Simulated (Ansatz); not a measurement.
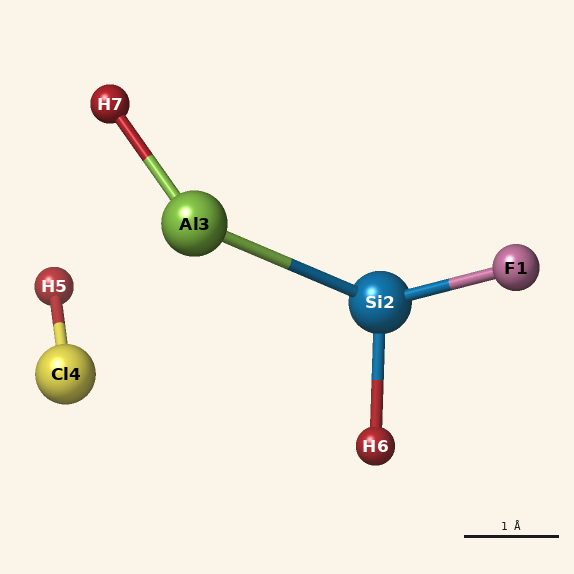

Computed geometry: PBE-D4/def2-SVP optimisation. No frequency run is at hand to confirm it as a minimum.

Give the bond lengths.

```json
{"bond": "F1–Si2", "length (Å)": "1.659"}
{"bond": "Si2–Al3", "length (Å)": "2.420"}
{"bond": "Si2–H6", "length (Å)": "1.532"}
{"bond": "Al3–H7", "length (Å)": "1.628"}
{"bond": "Cl4–H5", "length (Å)": "1.302"}
```
